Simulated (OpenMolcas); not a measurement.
**Multiconfigurational calculation for Yb³⁺ complex**

Yb³⁺ with 6 ligands (O; octahedron, 2.303 Å), embedded in CaO by model potentials and point charges, whose field is part of the energies. Computed at this level: state-averaged CASSCF, active space 13 electrons in the shell 4f, basis ANO-RCC-VDZP on the metal and ANO-RCC-VDZP on the ligands, DKH2 scalar Hamiltonian, spin-orbit coupling by RASSI with atomic mean-field integrals (OpenMolcas).

### Output (extracts)
```
--- SEWARD ---
Basis set label: YB.ANO-RCC...7S6P4D2F1G.

      Electronic valence basis set:
      ------------------
      Associated Effective Charge  70.000000 au
      Associated Actual Charge     70.000000 au
      Nuclear Model: Point charge

      Shell  nPrim  nBasis  Cartesian Spherical Contaminant
         s      25       7        X
         p      22       6        X
         d      15       4                 X
         f      11       2                 X
         g       4       1                 X
                  Relativistic Douglas-Kroll-Hess integrals:
                    - DKH order of Hamiltonian: 2
                    - DKH order of Properties : 0
                  Atomic mean-field integrals
--- RASSCF ---
Wave function specifications:
      -----------------------------

      Number of closed shell electrons         114
      Number of electrons in active shells      13
      Max number of holes in RAS1 space          0
      Max nr of electrons in RAS3 space          0
      Number of inactive orbitals               57
      Number of active orbitals                  7
      Number of secondary orbitals             112
      Spin quantum number                      0.5
      State symmetry                             2
Orbital specifications:
      -----------------------

      Symmetry species                           1   2
                                                ag  au
      Frozen orbitals                            0   0
      Inactive orbitals                         30  27
      Active orbitals                            0   7
      RAS1 orbitals                              0   0
      RAS2 orbitals                              0   7
      RAS3 orbitals                              0   0
      Secondary orbitals                        60  52
      Deleted orbitals                           0   0
      Number of basis functions                 90  86
      Number of CSFs                             7
      Number of root(s) required                 7
      Iter CI   SX   CI       RASSCF       Energy    max ROT     max BLB   max BLB  Level Ln srch  Step   QN
          iter iter root      energy       change     param      element    value   shift minimum  type update
 Nr of preliminary CI iterations:   1
      Total energies have been shifted. Add               -14000.00 au
        1   1    8    0  -501.81980763    0.00E+00  -5.23E-02   31  38 2  5.95E-01*  2.20   0.00    SX    NO
        2   1    9    0  -503.33195153   -1.51E+00*  4.03E-02   26  68 2 -2.38E-01*  1.58   0.00    SX    NO
        3   1    9    0  -503.81673224   -4.85E-01*  3.04E-02   30  33 1  1.49E-01*  1.55   0.00    SX    NO
        4   1    9    0  -503.91898742   -1.02E-01*  2.05E-02   30  33 1  9.59E-02*  1.41   0.00    SX    NO
        5   1    8    0  -503.95369378   -3.47E-02* -2.08E-02   30  33 1  6.52E-02*  1.42   2.17    LS   YES
        6   1    8    0  -503.96777308   -1.41E-02* -1.68E-02   29  36 2  8.40E-02*  1.42   1.15    QN   YES
        7   1    8    0  -503.97758369   -9.81E-03* -4.18E-03   31  38 2 -1.92E-02*  1.34   0.98    QN   YES
        8   1    8    0  -503.97958085   -2.00E-03* -2.88E-03   20  45 2 -6.50E-03*  1.35   1.71    LS   YES
        9   1    8    0  -503.97999544   -4.15E-04* -1.27E-03   24  66 2 -7.53E-03*  1.36   1.03    QN   YES
       10   1    7    0  -503.98033012   -3.35E-04* -9.98E-04   14  48 2 -2.81E-03*  1.36   1.79    LS   YES
        ...
       19   1    5    0  -503.98047058   -3.73E-08*  4.61E-05   13  48 2  4.32E-05   1.36   2.50    LS   YES
       20   1    5    0  -503.98047050    8.33E-08*  3.00E-05   13  48 2  1.54E-04*  1.36   0.07    LS   YES
       21   1    5    0  -503.98047058   -8.10E-08* -8.63E-06   13  48 2  8.17E-05   1.36   1.18    QN   YES
       22   1    5    0  -503.98047059   -7.66E-09  -1.30E-05   13  48 2  1.82E-05   1.36   2.50    LS   YES
      Convergence after 22 iterations
       23   1    5    0  -503.98047056    3.13E-08* -1.30E-05   13  48 2 -7.71E-05   1.36   2.50    LS   YES
      Natural orbitals and occupation numbers for root  1
      sym 2:   2.000000   2.000000   2.000000   2.000000   1.000000   2.000000   2.000000
      Natural orbitals and occupation numbers for root  2
      sym 2:   2.000000   2.000000   1.000000   2.000000   2.000000   2.000000   2.000000
      Natural orbitals and occupation numbers for root  3
      sym 2:   2.000000   2.000000   2.000000   1.000000   2.000000   2.000000   2.000000
::    RASSCF root number  1 Total energy: -14503.98204056
::    RASSCF root number  2 Total energy: -14503.98204056
::    RASSCF root number  3 Total energy: -14503.98204056
::    RASSCF root number  4 Total energy: -14503.97965888
::    RASSCF root number  5 Total energy: -14503.97965888
::    RASSCF root number  6 Total energy: -14503.97965888
::    RASSCF root number  7 Total energy: -14503.97819569
--- RASSI ---
SPIN-FREE ENERGIES:
  (Shifted by EMIN (a.u.) =     -14503.9820405435)

 SF State       Relative EMIN(au)   Rel lowest level(eV)    D:o, cm**(-1)

     1             0.0000000000        0.0000000000              0.0000
     2             0.0000000000        0.0000000000              0.0000
     3             0.0000000000        0.0000000000              0.0000
     4             0.0023816808        0.0648088358            522.7185
     5             0.0023816808        0.0648088358            522.7185
     6             0.0023816808        0.0648088358            522.7185
     7             0.0038448754        0.1046243883            843.8526
     Dipole printing threshold changed to   1.00000000E+00
Eigenvalues of complex Hamiltonian:
   -----------------------------------
  (Shifted by EMIN (a.u.) =     -14503.9820405435)

 SO State       Relative EMIN(au)   Rel lowest level(eV)    D:o, cm**(-1)

     1            -0.0203550583        0.0000000000              0.0000
     2            -0.0203550583        0.0000000000              0.0000
     3            -0.0188787679        0.0401719074            324.0083
     4            -0.0188787679        0.0401719074            324.0083
     5            -0.0188787679        0.0401719081            324.0083
     6            -0.0188787679        0.0401719081            324.0083
     7            -0.0171441960        0.0873720117            704.7028
     8            -0.0171441960        0.0873720117            704.7028
     9             0.0280439793        1.3170049056          10622.3609
    10             0.0280439793        1.3170049059          10622.3609
    11             0.0280439793        1.3170049056          10622.3609
    12             0.0280439793        1.3170049059          10622.3609
    13             0.0301587491        1.3745507226          11086.4992
    14             0.0301587491        1.3745507226          11086.4992
Weights of the five most important spin-orbit-free states for each spin-orbit state.

 SO State  Total energy (au)           Spin-free states, spin, and weights
 -------------------------------------------------------------------------------------------------------
    1        -0.020355       3 0.5  0.3333    2 0.5  0.3333    1 0.5  0.3333    4 0.5  0.0000    6 0.5  0.0000
    2        -0.020355       3 0.5  0.3333    2 0.5  0.3333    1 0.5  0.3333    4 0.5  0.0000    6 0.5  0.0000
    3        -0.018879       6 0.5  0.3220    5 0.5  0.2953    1 0.5  0.2530    2 0.5  0.0726    3 0.5  0.0551
    4        -0.018879       6 0.5  0.3222    5 0.5  0.2951    1 0.5  0.2530    2 0.5  0.0727    3 0.5  0.0550
    5        -0.018879       4 0.5  0.4109    3 0.5  0.1987    2 0.5  0.1812    5 0.5  0.1175    6 0.5  0.0908
    6        -0.018879       4 0.5  0.4109    3 0.5  0.1988    2 0.5  0.1811    5 0.5  0.1177    6 0.5  0.0906
    7        -0.017144       7 0.5  0.5563    6 0.5  0.1479    5 0.5  0.1479    4 0.5  0.1479    3 0.5  0.0000
    8        -0.017144       7 0.5  0.5563    6 0.5  0.1479    5 0.5  0.1479    4 0.5  0.1479    3 0.5  0.0000
    9         0.028044       2 0.5  0.4072    4 0.5  0.2072    6 0.5  0.1708    3 0.5  0.1370    1 0.5  0.0750
   10         0.028044       1 0.5  0.3381    3 0.5  0.2765    5 0.5  0.2513    6 0.5  0.0831    4 0.5  0.0463
   11         0.028044       2 0.5  0.4082    4 0.5  0.2074    6 0.5  0.1709    3 0.5  0.1361    1 0.5  0.0749
   12         0.028044       1 0.5  0.3377    3 0.5  0.2760    5 0.5  0.2511    6 0.5  0.0829    4 0.5  0.0467
```

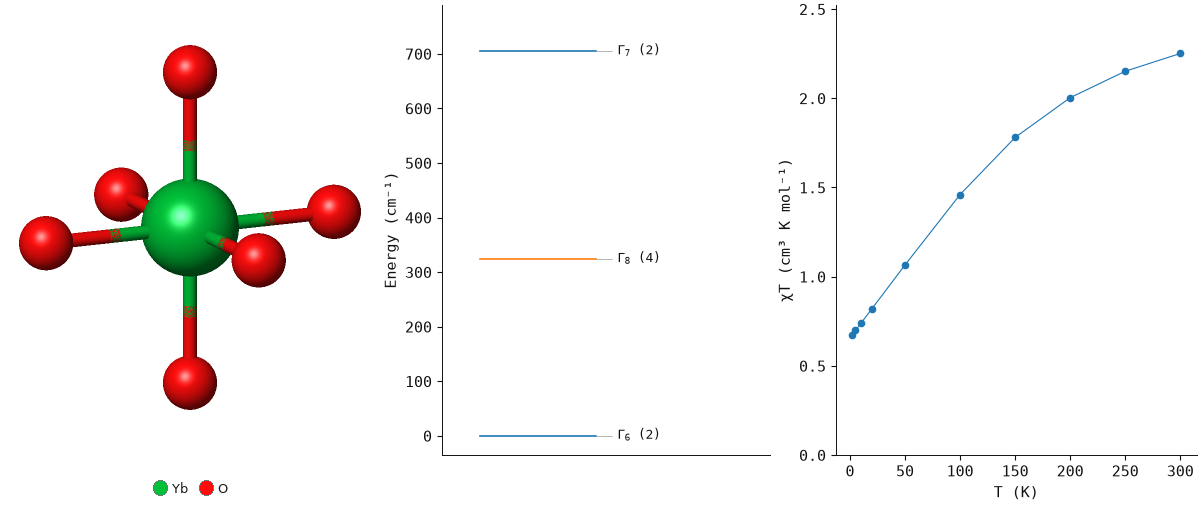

Figure 1. Yb³⁺ (4f¹³) as a dopant in CaO, a cluster with its 6 nearest O²⁻ at 2.303 Å (octahedron) embedded in model potentials and point charges; the geometry was set, not optimised, and its levels and susceptibility. Labels give the representation in O, Td, D4 or D3 as the site allows (double group for half-integer spin) where it could be assigned and, in brackets, the degeneracy; spin-free states, where drawn, share the zero of the spin-orbit levels. Powder susceptibility by Van Vleck's formula. The ground level is Γ₆, a Kramers doublet, 100 % from states of spin multiplicity 2, effective J = 3.49, with |mJ| = 1/2 the largest share (58 %). Its principal g values are 2.65, 2.65 and 2.65, isotropic. The next level lies at 324 cm⁻¹ (Γ₈). The lowest J multiplet spreads over 705 cm⁻¹. χT is 0.674 cm³ K mol⁻¹ at 2 K and 2.25 at 300 K, an effective moment of 4.24 μB. The active orbitals hold 99 to 100 % metal character (Löwdin), and the Mulliken charge of the metal is +2.78.

### The input
```
&GATEWAY
Basis set
Yb.ANO-RCC-VDZP.
Yb1 0.0 0.0 0.0 Angstrom
End of basis
Basis set
O.ANO-RCC-VDZP.
L1 2.303000 0.000000 0.000000 Angstrom
L2 0.000000 2.303000 0.000000 Angstrom
L3 0.000000 0.000000 2.303000 Angstrom
End of basis
Basis set
Ca.EMB-AIMP.Pascual.13s7p.1s1p.ECP.CaO.
PseudoCharge
* 3 symmetry-unique lattice sites within 7.6 angstrom
End of basis
Basis set
Ca.EMB-AIMP.Pascual.0s.0s.ECP.CaO.
PseudoCharge
* 24 symmetry-unique lattice sites within 7.6 angstrom
End of basis
Basis set
O.EMB-AIMP.Pascual.0s.0s.ECP.CaO.
PseudoCharge
* 31 symmetry-unique lattice sites within 7.6 angstrom
End of basis
Symmetry
XYZ
AngMom=0.0 0.0 0.0
AMFI
RICD
XField
1037 Angstrom 0
* Evjen-weighted lattice charges
&SEWARD
&RASSCF
FileOrb=start.orb
Symmetry=2
Spin=2
nActEl=13 0 0
Inactive=30 27
Ras2=0 7
CIRoot=7 7 1
SDav=7
CIMx=300
Iter=150 100
PrWF=0.3
OrbListing=Nothing
MaxOrb=0
LevShft=1.0
>>> COPY $Project.JobIph JOB001
&RASSI
NrOfJobIphs=1 7
1 2 3 4 5 6 7
IphNames
JOB001
EJob
SpinOrbit
DIPRint=1.0
SOCoupling=1000.0
Subsets=2
Property=9
'ANGMOM' 1 'ANGMOM' 2 'ANGMOM' 3 'MLTPL  1' 1 'MLTPL  1' 2 'MLTPL  1' 3
'AMFI' 1 'AMFI' 2 'AMFI' 3
SOProperty=3
'ANGMOM' 1 'ANGMOM' 2 'ANGMOM' 3
```

The file start.orb holds starting orbitals from an earlier step. A driver script formed the levels outside the program, from RASSI's spin-orbit matrix and the active-space energies, averaged over the components of each term or state.

Command:
```bash
OMP_NUM_THREADS=1 MOLCAS_MEM=2457 MOLCAS_PROJECT=a pymolcas a.inp > a.log  # once for each step of the input, in one work folder
```

### Results in brief

```tsv
quantity	value
outcome	converged
energy of the lowest spin-free term	−14503.98204 hartree
energy of the lowest spin-orbit level	−14504.00240 hartree
largest spread among components of a term	0.0 cm⁻¹
hardware	1 thread of Arm Neoverse V1, 24 GiB of memory available, shared host
wall time	31 s
peak memory	0.59 GiB
```

### Notes

Without dynamic correlation the splittings between terms come out too large, often by 20 to 50 %. Limits: the geometry is set by hand, with no relaxation.
